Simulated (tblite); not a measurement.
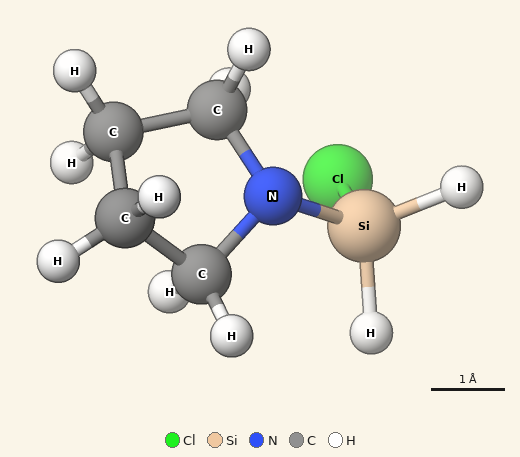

Figure 1. The input geometry (ball-and-stick view, seen at a tilt).

## C4H10ClNSi: geometry relaxation

C4H10ClNSi, SMILES Cl[SiH2]N1CCCC1, computed with GFN2-xTB geometry optimisation, gas phase (tblite 0.8.0).

It belongs to a series of runs on one base structure; here: H on Si replaced by N-pyrrolidinyl.

The input
```
{"job": {"kind": "relax", "xc": "GFN2-xTB", "basis": "xTB"}, "charge": 0, "multiplicity": 1}
Cl     2.435100     2.222000    -0.373400
Si     2.233100     0.241900     0.195700
N      0.577400    -0.294800     0.446200
C     -0.346600     0.755700     0.825100
C     -1.625900     0.485900     0.091400
C     -1.463600    -0.983100    -0.295000
C     -0.001800    -0.922200    -0.747300
H      2.799400    -0.591300    -0.878200
H      3.087100     0.051300     1.407100
H     -0.462500     0.669300     1.943800
H      0.092800     1.735700     0.646900
H     -2.529400     0.668000     0.684600
H     -1.667900     1.020500    -0.891400
H     -2.111400    -1.281800    -1.127300
H     -1.499700    -1.644900     0.578800
H      0.421700    -1.910900    -0.937300
H      0.055200    -0.209400    -1.579700
```

The first line tells a small driver script what to run in tblite; the rest is the geometry in Å.

Run as:
```bash
OMP_NUM_THREADS=1 python <driver script> task.json out
```

The program's output
```
step      E/eV     max force
  0    -623.93403    2.173
  1    -624.08841    1.055
  2    -624.16362    0.609
  3    -624.22652    0.552
  4    -624.26711    0.523
  5    -624.30190    0.378
  6    -624.32841    0.410
  7    -624.35318    0.349
  8    -624.37026    0.340
  9    -624.38565    0.338
 10    -624.40356    0.336
 11    -624.42569    0.491
 12    -624.45101    0.513
 13    -624.47472    0.314
 14    -624.48928    0.336
 15    -624.49961    0.378
 16    -624.51188    0.283
 17    -624.52059    0.184
 18    -624.52559    0.128
 19    -624.52820    0.131
 20    -624.52966    0.123
 21    -624.53102    0.084
 22    -624.53193    0.082
 23    -624.53261    0.070
 24    -624.53335    0.082
 25    -624.53400    0.065
 26    -624.53440    0.041
 27    -624.53463    0.029
 28    -624.53482    0.037
 29    -624.53498    0.036
 30    -624.53511    0.026
 31    -624.53522    0.026
 32    -624.53534    0.032
 33    -624.53548    0.034
 34    -624.53562    0.033
 35    -624.53574    0.029
 36    -624.53584    0.028
 37    -624.53600    0.034
 38    -624.53625    0.048
 39    -624.53659    0.047
 40    -624.53698    0.047
 41    -624.53743    0.054
 42    -624.53808    0.094
 43    -624.53911    0.143
 44    -624.54059    0.160
 45    -624.54254    0.121
 46    -624.54491    0.120
 47    -624.54764    0.138
 48    -624.55090    0.185
 49    -624.54394    0.477
 50    -624.55516    0.135
 51    -624.55700    0.088
 52    -624.55930    0.179
 53    -624.56090    0.070
 54    -624.56158    0.066
 55    -624.56333    0.065
 56    -624.56368    0.047
 57    -624.56430    0.054
 58    -624.56468    0.050
 59    -624.56513    0.047
 60    -624.56568    0.061
 61    -624.56618    0.051
 62    -624.56653    0.045
 63    -624.56677    0.043
 64    -624.56703    0.043
 65    -624.56744    0.055
 66    -624.56787    0.050
 67    -624.56823    0.035
 68    -624.56846    0.029
 69    -624.56864    0.031
 70    -624.56882    0.036
 71    -624.56895    0.031
 72    -624.56906    0.025
 73    -624.56916    0.021
 74    -624.56927    0.026
 75    -624.56933    0.022
 76    -624.56939    0.015
 77    -624.56942    0.016
 78    -624.56946    0.016
 79    -624.56950    0.018
 80    -624.56954    0.014
 81    -624.56956    0.014
 82    -624.56959    0.011
 83    -624.56960    0.008
```

Trajectory as extended XYZ (Å, eV, eV/Å), 13 of the 84 frames kept, from step=0 to step=83
```
17
Properties=species:S:1:pos:R:3:forces:R:3 step=0 energy=-623.93403
Cl    2.4351    2.2220   -0.3734   -0.1090  -0.5870   0.1670
Si    2.2331    0.2419    0.1957    0.5910  -0.4480   0.3480
N     0.5774   -0.2948    0.4462    1.8610   0.4310  -1.0350
C    -0.3466    0.7557    0.8251    0.2730   0.2140   1.8910
C    -1.6259    0.4859    0.0914   -0.9920  -0.2250  -0.8560
C    -1.4636   -0.9831   -0.2950    0.3160  -0.1090  -0.5010
C    -0.0018   -0.9222   -0.7473   -0.7010  -0.0530   0.6850
H     2.7994   -0.5913   -0.8782   -0.1290   0.2210   0.1110
H     3.0871    0.0513    1.4071   -0.5800   0.1840  -0.3400
H    -0.4625    0.6693    1.9438   -0.1730   0.1220  -0.7550
H     0.0928    1.7357    0.6469   -0.3560   0.2950  -0.1210
H    -2.5294    0.6680    0.6846    0.2450   0.1500  -0.2230
H    -1.6679    1.0205   -0.8914   -0.1290   0.0740   0.9620
H    -2.1114   -1.2818   -1.1273   -0.0730  -0.1200   0.4870
H    -1.4997   -1.6449    0.5788   -0.3650   0.1060  -0.3390
H     0.4217   -1.9109   -0.9373    0.1430   0.3660  -0.1240
H     0.0552   -0.2094   -1.5797    0.1790  -0.6200  -0.3560
17
Properties=species:S:1:pos:R:3:forces:R:3 step=7 energy=-624.35318
Cl    2.4458    2.1542   -0.3500    0.2040   0.2190  -0.0460
Si    2.3208    0.2121    0.1858   -0.0650  -0.1360   0.1400
N     0.6498   -0.1750    0.3312    0.1000  -0.0720  -0.1760
C    -0.3330    0.7714    0.8546   -0.0520   0.0550   0.1550
C    -1.6314    0.4762    0.1102   -0.2670  -0.0720  -0.2130
C    -1.4523   -0.9829   -0.3049   -0.0280  -0.0080  -0.0550
C     0.0061   -0.9203   -0.7472   -0.2390  -0.1060  -0.0320
H     2.8317   -0.6015   -0.9180    0.0690   0.0580   0.1660
H     3.0332    0.0710    1.4647   -0.1770  -0.0170  -0.1890
H    -0.4776    0.6442    1.9369    0.2110  -0.1100  -0.1170
H    -0.0115    1.7973    0.6690   -0.0040   0.1460   0.1300
H    -2.5285    0.6776    0.6901    0.0410  -0.1100   0.1860
H    -1.6861    1.0959   -0.7861   -0.0010   0.0000  -0.0690
H    -2.1336   -1.3184   -1.0893    0.1060   0.1790  -0.0220
H    -1.5826   -1.6508    0.5509    0.1560   0.0970  -0.0180
H     0.4750   -1.8877   -0.9230    0.0290  -0.0390   0.2610
H     0.0672   -0.3515   -1.6850   -0.0840  -0.0840  -0.1010
17
Properties=species:S:1:pos:R:3:forces:R:3 step=14 energy=-624.48928
Cl    2.6188    2.1754   -0.3349    0.1650   0.2910  -0.0280
Si    2.3221    0.2496    0.1566   -0.0250   0.0420   0.0420
N     0.6428   -0.0286    0.1374   -0.0230   0.1050  -0.1500
C    -0.3385    0.7940    0.8273   -0.0150   0.0070   0.0900
C    -1.6577    0.4847    0.1259   -0.0370   0.0070   0.0030
C    -1.4647   -0.9594   -0.3275    0.0420  -0.0020   0.0670
C    -0.0141   -0.9406   -0.7851   -0.0020   0.0090  -0.0300
H     2.9311   -0.5955   -0.8514    0.0440  -0.0960  -0.0850
H     2.9019    0.0582    1.4799    0.0060  -0.0220   0.1140
H    -0.3647    0.5213    1.8920   -0.0720  -0.0640  -0.0550
H    -0.1115    1.8652    0.7780    0.1590  -0.1040  -0.0820
H    -2.5140    0.6069    0.7861   -0.0230   0.0620  -0.0670
H    -1.7540    1.1421   -0.7414   -0.1310  -0.0640   0.0510
H    -2.1450   -1.2653   -1.1227    0.0150   0.0120   0.1360
H    -1.5647   -1.6155    0.5343   -0.1240  -0.1390   0.0020
H     0.4894   -1.9078   -0.7436   -0.1480  -0.0690  -0.0540
H     0.0158   -0.5728   -1.8209    0.1700   0.0250   0.0450
17
Properties=species:S:1:pos:R:3:forces:R:3 step=21 energy=-624.53102
Cl    2.7348    2.2215   -0.3186    0.0370  -0.0430   0.0550
Si    2.3296    0.2911    0.1424   -0.0650   0.0490  -0.0210
N     0.6442    0.0560    0.0276   -0.0320  -0.0060   0.0300
C    -0.3356    0.7960    0.8078    0.0040   0.0060   0.0090
C    -1.6744    0.4863    0.1417    0.0540   0.0290   0.0140
C    -1.4693   -0.9530   -0.3194    0.0060   0.0090  -0.0240
C    -0.0190   -0.9456   -0.7947    0.0210   0.0080   0.0090
H     2.9619   -0.5924   -0.8249   -0.0070   0.0040  -0.0590
H     2.8406    0.0574    1.4932    0.0050   0.0380   0.0420
H    -0.3373    0.4517    1.8523    0.0020  -0.0110  -0.0370
H    -0.0999    1.8631    0.8060   -0.0050  -0.0110  -0.0080
H    -2.5214    0.5981    0.8174    0.0590   0.0220  -0.0100
H    -1.8156    1.1409   -0.7200   -0.0240  -0.0290   0.0140
H    -2.1565   -1.2457   -1.1088   -0.0380  -0.0330  -0.0170
H    -1.5843   -1.6351    0.5239   -0.0110   0.0040   0.0000
H     0.4545   -1.9232   -0.6847    0.0250  -0.0120   0.0060
H     0.0408   -0.6550   -1.8509   -0.0320  -0.0220  -0.0010
17
Properties=species:S:1:pos:R:3:forces:R:3 step=28 energy=-624.53482
Cl    2.7742    2.2212   -0.2937    0.0000  -0.0060   0.0230
Si    2.3257    0.2962    0.1392    0.0050   0.0350  -0.0120
N     0.6414    0.0697    0.0045    0.0010   0.0050  -0.0010
C    -0.3332    0.7966    0.7995    0.0060  -0.0050   0.0030
C    -1.6735    0.4870    0.1418    0.0040   0.0160   0.0110
C    -1.4727   -0.9532   -0.3216    0.0000   0.0030   0.0080
C    -0.0206   -0.9507   -0.7957    0.0150   0.0030  -0.0010
H     2.9581   -0.5805   -0.8355   -0.0070  -0.0010  -0.0220
H     2.8209    0.0740    1.4994    0.0010  -0.0150   0.0150
H    -0.3278    0.4332    1.8370   -0.0010   0.0160  -0.0010
H    -0.1012    1.8641    0.8118   -0.0020  -0.0160  -0.0120
H    -2.5072    0.6027    0.8310   -0.0160  -0.0100  -0.0030
H    -1.8312    1.1407   -0.7165    0.0110  -0.0060  -0.0100
H    -2.1643   -1.2476   -1.1080    0.0040   0.0040  -0.0160
H    -1.5922   -1.6353    0.5205    0.0030  -0.0030   0.0250
H     0.4602   -1.9227   -0.6662   -0.0110  -0.0190   0.0050
H     0.0363   -0.6834   -1.8576   -0.0130  -0.0020  -0.0120
17
Properties=species:S:1:pos:R:3:forces:R:3 step=35 energy=-624.53574
Cl    2.7782    2.2270   -0.2728   -0.0070   0.0010   0.0120
Si    2.3264    0.2988    0.1385    0.0010  -0.0070   0.0020
N     0.6428    0.0647    0.0079   -0.0020   0.0060  -0.0060
C    -0.3318    0.7969    0.7983    0.0010  -0.0020  -0.0040
C    -1.6718    0.4862    0.1414   -0.0020   0.0100  -0.0120
C    -1.4714   -0.9548   -0.3180   -0.0090  -0.0020   0.0050
C    -0.0203   -0.9535   -0.7941   -0.0050   0.0000   0.0030
H     2.9454   -0.5713   -0.8519    0.0090   0.0130   0.0020
H     2.8207    0.0694    1.4995    0.0040  -0.0220  -0.0170
H    -0.3285    0.4411    1.8378    0.0100   0.0080   0.0120
H    -0.0969    1.8636    0.8023   -0.0080  -0.0010   0.0010
H    -2.5096    0.6034    0.8257    0.0040   0.0020   0.0000
H    -1.8240    1.1349   -0.7209   -0.0080   0.0190  -0.0200
H    -2.1600   -1.2488   -1.1073   -0.0140  -0.0110   0.0090
H    -1.5922   -1.6328    0.5275    0.0040  -0.0150   0.0030
H     0.4560   -1.9285   -0.6675    0.0080   0.0070   0.0010
H     0.0298   -0.6842   -1.8565    0.0140  -0.0060   0.0090
17
Properties=species:S:1:pos:R:3:forces:R:3 step=42 energy=-624.53808
Cl    2.7818    2.2442   -0.1881   -0.0270   0.0090   0.0050
Si    2.3228    0.3031    0.1317    0.0350  -0.0820   0.0300
N     0.6394    0.0706   -0.0015    0.0260   0.0010  -0.0180
C    -0.3320    0.8066    0.7889   -0.0040   0.0070  -0.0350
C    -1.6703    0.4894    0.1318   -0.0200  -0.0420   0.0100
C    -1.4731   -0.9597   -0.3076    0.0110  -0.0040  -0.0020
C    -0.0222   -0.9627   -0.7869   -0.0120   0.0010  -0.0130
H     2.9380   -0.5256   -0.8971    0.0060   0.0250   0.0070
H     2.8248    0.0063    1.4793    0.0050  -0.0080  -0.0400
H    -0.3148    0.4683    1.8342   -0.0520  -0.0380  -0.0110
H    -0.1021    1.8736    0.7813    0.0140   0.0310  -0.0180
H    -2.5124    0.6124    0.8083   -0.0130   0.0300   0.0280
H    -1.8149    1.1323   -0.7385   -0.0090  -0.0460   0.0190
H    -2.1692   -1.2682   -1.0861    0.0310   0.0210   0.0010
H    -1.5874   -1.6318    0.5452    0.0000   0.0530   0.0010
H     0.4551   -1.9367   -0.6521    0.0120   0.0270   0.0420
H     0.0292   -0.7102   -1.8528   -0.0040   0.0160  -0.0050
17
Properties=species:S:1:pos:R:3:forces:R:3 step=48 energy=-624.55090
Cl    2.7340    2.2610    0.1206   -0.0140  -0.1070   0.0260
Si    2.3286    0.2771    0.1173   -0.0990   0.1480  -0.0520
N     0.6388    0.1019   -0.0439   -0.0750   0.0430   0.0230
C    -0.3342    0.8484    0.7373   -0.0480   0.0210   0.0360
C    -1.6757    0.4932    0.1047    0.0240   0.0850  -0.0510
C    -1.4731   -0.9711   -0.2703    0.0490   0.0430   0.0530
C    -0.0241   -0.9814   -0.7607    0.0490   0.0180   0.0380
H     2.9416   -0.3439   -1.0462    0.0220  -0.0260  -0.0510
H     2.8659   -0.2490    1.3717    0.0610  -0.0320   0.0730
H    -0.3166    0.5376    1.7932    0.0120   0.0170  -0.0600
H    -0.1201    1.9193    0.6904    0.0160  -0.0500   0.0310
H    -2.5198    0.6688    0.7713    0.0680  -0.0630  -0.0220
H    -1.8080    1.0849   -0.8001   -0.0750   0.0410  -0.0480
H    -2.1821   -1.3253   -1.0186    0.0970   0.0300   0.0130
H    -1.5629   -1.5914    0.6204   -0.0350  -0.0610   0.0400
H     0.4725   -1.9318   -0.5588   -0.0210  -0.0730  -0.0460
H     0.0282   -0.7861   -1.8381   -0.0310  -0.0330  -0.0010
17
Properties=species:S:1:pos:R:3:forces:R:3 step=55 energy=-624.56333
Cl    2.7036    2.2312    0.3739    0.0270  -0.0380   0.0040
Si    2.3262    0.2686    0.0990    0.0180   0.0260   0.0170
N     0.6361    0.1272   -0.0741   -0.0060  -0.0090   0.0030
C    -0.3399    0.8868    0.6918    0.0250  -0.0050   0.0260
C    -1.6769    0.5062    0.0710    0.0160   0.0220   0.0210
C    -1.4610   -0.9733   -0.2307   -0.0370   0.0060  -0.0080
C    -0.0172   -0.9978   -0.7287   -0.0090  -0.0010  -0.0020
H     2.9287   -0.1893   -1.1488    0.0100   0.0040   0.0180
H     2.8954   -0.4249    1.2667   -0.0010   0.0230  -0.0610
H    -0.3214    0.5894    1.7491   -0.0120   0.0180   0.0190
H    -0.1223    1.9543    0.6344   -0.0050  -0.0070  -0.0210
H    -2.5112    0.6961    0.7425   -0.0250  -0.0230  -0.0150
H    -1.8290    1.0576   -0.8575   -0.0130   0.0020   0.0130
H    -2.1593   -1.3602   -0.9682   -0.0210  -0.0350  -0.0380
H    -1.5556   -1.5621    0.6826   -0.0030   0.0180   0.0160
H     0.4822   -1.9414   -0.4974    0.0110  -0.0030   0.0100
H     0.0145   -0.8563   -1.8155    0.0260   0.0020  -0.0030
17
Properties=species:S:1:pos:R:3:forces:R:3 step=62 energy=-624.56653
Cl    2.7034    2.2000    0.5133    0.0200   0.0080  -0.0140
Si    2.3253    0.2696    0.0848    0.0020  -0.0370   0.0020
N     0.6333    0.1248   -0.0677    0.0150   0.0070   0.0090
C    -0.3455    0.9030    0.6764    0.0080   0.0010  -0.0090
C    -1.6809    0.5089    0.0561    0.0050   0.0040   0.0050
C    -1.4627   -0.9763   -0.2179    0.0120   0.0030   0.0010
C    -0.0165   -1.0075   -0.7112    0.0120  -0.0010   0.0150
H     2.9238   -0.0987   -1.1948    0.0010   0.0240  -0.0090
H     2.9197   -0.5103    1.1794    0.0070  -0.0060   0.0010
H    -0.3301    0.6352    1.7425   -0.0220   0.0210  -0.0230
H    -0.1220    1.9672    0.5864   -0.0430  -0.0020   0.0140
H    -2.5215    0.7035    0.7182   -0.0080  -0.0050   0.0100
H    -1.8338    1.0458   -0.8801    0.0050   0.0070  -0.0110
H    -2.1555   -1.3919   -0.9468   -0.0060   0.0260   0.0040
H    -1.5563   -1.5347    0.7148    0.0100  -0.0290  -0.0180
H     0.4874   -1.9446   -0.4630   -0.0140  -0.0200   0.0060
H     0.0248   -0.8821   -1.8004   -0.0050   0.0000   0.0180
17
Properties=species:S:1:pos:R:3:forces:R:3 step=69 energy=-624.56864
Cl    2.7179    2.1599    0.6310   -0.0020   0.0030  -0.0150
Si    2.3296    0.2645    0.0734   -0.0090  -0.0170  -0.0160
N     0.6344    0.1201   -0.0501    0.0030   0.0170   0.0110
C    -0.3536    0.9206    0.6596    0.0000   0.0070   0.0100
C    -1.6849    0.5096    0.0420    0.0040  -0.0100   0.0000
C    -1.4616   -0.9786   -0.2053    0.0090  -0.0140   0.0020
C    -0.0129   -1.0167   -0.6875    0.0050   0.0000   0.0020
H     2.9189    0.0035   -1.2398   -0.0190   0.0170   0.0180
H     2.9474   -0.5928    1.0944   -0.0040  -0.0120   0.0000
H    -0.3508    0.6852    1.7319    0.0080   0.0100   0.0130
H    -0.1400    1.9835    0.5414    0.0120   0.0050   0.0070
H    -2.5296    0.7079    0.6982    0.0060   0.0190   0.0030
H    -1.8358    1.0319   -0.9030   -0.0120  -0.0100  -0.0120
H    -2.1538   -1.4048   -0.9284    0.0090   0.0040  -0.0110
H    -1.5529   -1.5249    0.7344   -0.0260  -0.0120   0.0020
H     0.4838   -1.9540   -0.4255    0.0140  -0.0050   0.0050
H     0.0369   -0.9032   -1.7766    0.0020  -0.0010  -0.0200
17
Properties=species:S:1:pos:R:3:forces:R:3 step=76 energy=-624.56939
Cl    2.7217    2.1429    0.6717   -0.0050  -0.0050  -0.0020
Si    2.3299    0.2613    0.0706    0.0040   0.0090  -0.0030
N     0.6344    0.1149   -0.0335   -0.0010  -0.0030  -0.0040
C    -0.3567    0.9286    0.6564   -0.0030   0.0000  -0.0040
C    -1.6851    0.5087    0.0369   -0.0010  -0.0100  -0.0030
C    -1.4609   -0.9818   -0.1997    0.0000  -0.0080   0.0000
C    -0.0101   -1.0205   -0.6757   -0.0040  -0.0040   0.0040
H     2.9071    0.0513   -1.2564   -0.0030  -0.0010   0.0010
H     2.9590   -0.6295    1.0556   -0.0080  -0.0010  -0.0040
H    -0.3592    0.7135    1.7332    0.0010  -0.0070   0.0010
H    -0.1404    1.9893    0.5228    0.0030   0.0060  -0.0040
H    -2.5317    0.7156    0.6884    0.0050   0.0000   0.0010
H    -1.8365    1.0181   -0.9154    0.0080   0.0100   0.0070
H    -2.1481   -1.4100   -0.9266    0.0050   0.0060  -0.0070
H    -1.5610   -1.5258    0.7406   -0.0050  -0.0010   0.0000
H     0.4870   -1.9579   -0.4128    0.0040   0.0090   0.0040
H     0.0436   -0.9067   -1.7659    0.0010  -0.0010   0.0140
17
Properties=species:S:1:pos:R:3:forces:R:3 step=83 energy=-624.56960
Cl    2.7245    2.1325    0.6978   -0.0050  -0.0010   0.0000
Si    2.3297    0.2624    0.0659    0.0020   0.0040   0.0020
N     0.6340    0.1171   -0.0331    0.0000  -0.0030   0.0010
C    -0.3579    0.9327    0.6527   -0.0020   0.0010   0.0020
C    -1.6855    0.5084    0.0347   -0.0020  -0.0010  -0.0010
C    -1.4608   -0.9829   -0.1973   -0.0010   0.0030  -0.0020
C    -0.0083   -1.0232   -0.6676   -0.0040  -0.0050   0.0000
H     2.9044    0.0766   -1.2656    0.0010  -0.0010  -0.0080
H     2.9577   -0.6505    1.0308   -0.0020   0.0030   0.0000
H    -0.3605    0.7221    1.7302    0.0040  -0.0010   0.0060
H    -0.1434    1.9931    0.5132    0.0040   0.0030   0.0040
H    -2.5320    0.7163    0.6859    0.0020   0.0020  -0.0010
H    -1.8358    1.0176   -0.9178   -0.0020  -0.0050  -0.0010
H    -2.1439   -1.4112   -0.9281    0.0010   0.0030   0.0020
H    -1.5674   -1.5249    0.7437    0.0010   0.0010  -0.0080
H     0.4911   -1.9570   -0.3972   -0.0030  -0.0030   0.0060
H     0.0472   -0.9173   -1.7581    0.0070  -0.0010  -0.0020
```

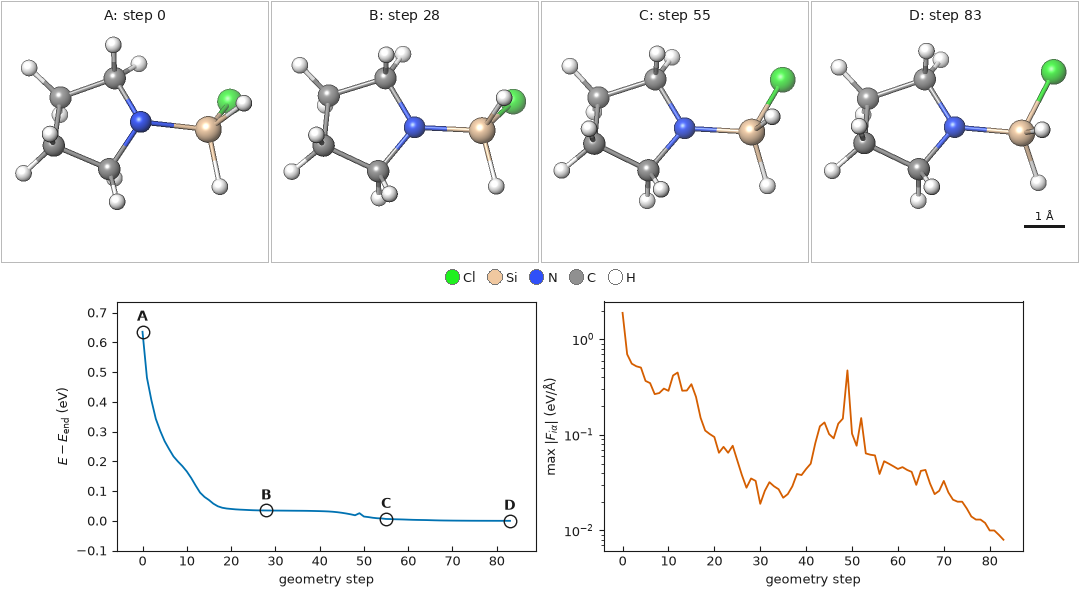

Figure 2. Frames of the relaxation (ball-and-stick view, seen at a tilt) above the curves, on which the letters mark them (steps are counted from 0).

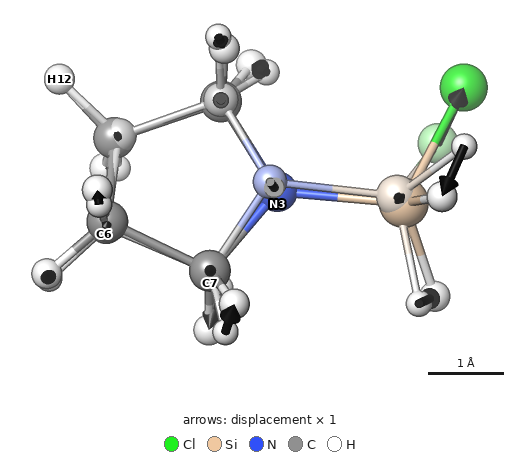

Figure 3. Start (faint) and end (solid) with the displacements as black arrows, at true length (ball-and-stick view, seen at a tilt). The two geometries are laid on each other by the best rigid fit. The atom that moves furthest after the best rigid fit is Cl1 (1.12 Å). Largest moves by element: Cl 1.12 Å, H 0.79 Å, N 0.63 Å, C 0.24 Å, Si 0.16 Å. Among the contacts that change: Cl1–Si2 2.070 → 2.013 Å, Si2–N3 1.758 → 1.705 Å, C4–H10 1.128 → 1.098 Å, C5–H13 1.120 → 1.090 Å. Among the angles that change: Si2–N3–C4 114.6° → 127.1°, Si2–N3–C7 112.7° → 122.1°, H16–C7–H17 115.8° → 107.8°. The energy falls by 0.636 eV in 83 geometry steps. The largest force component goes from 1.9 to 0.008 eV/Å. (Atoms are counted from 1 in the order of the input.)

Summary

- outcome: converged
- total energy: −624.5696 eV
- hardware: 1 CPU thread, shared host
- wall time: 0.66 s
- peak memory: 0.18 GiB
